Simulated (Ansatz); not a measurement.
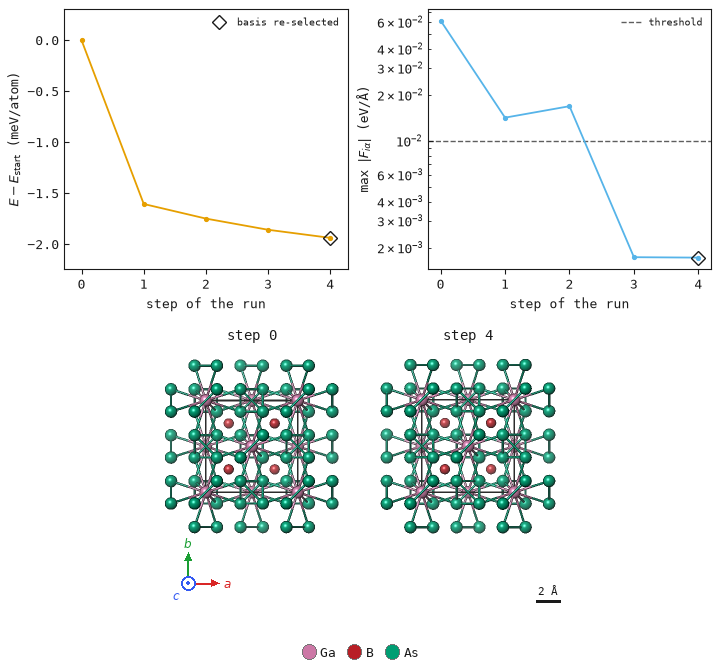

First and last geometry of a relaxation of crystalline GaBAs$_{4}$ (built on the MgInCu4 type), with the history of the run. Style: ball-and-stick. Shown: the conventional cell (4 times the calculation's cell), along the c axis. Lengths and directions refer to the drawn axes.

Case: MgInCu4 type (F-43m, No. 216).

Level of theory: DFT PBE, scalar-relativistic, plane waves, PAW in Ansatz 0.2.0. Set-up: plane-wave cutoff 420 eV; k-point mesh 8 × 8 × 8; occupations gaussian; smearing width 0.1 eV; no spin polarisation; cell and atoms relaxed; force threshold 0.01 eV/Å; at most 80 steps.

**Read the history and describe the run.**

It converged. The largest moves relative to the cell, 0.014 Å, are those of As atoms. Ga and B stay in place. The drawn cell changes as follows: a = b = c 7.797 → 7.847 Å (+0.6 %); the volume changes by +1.9 %. Among the contacts that change: As–As 2.681 → 2.721 Å, As–Ga 3.241 → 3.259 Å. The space group stays F-43m (No. 216). The energy falls by 1.9 meV per atom in 3 accepted moves (4 points after the start). Largest force component: 0.061 eV/Å at the start, 0.0017 eV/Å at the end. Pressure: 1.28 GPa at the start and −0.02 GPa at the end. At 1 point the geometry stayed and the basis and grid were re-selected for the new cell (energy shift of 0.1 meV per atom at most each time).
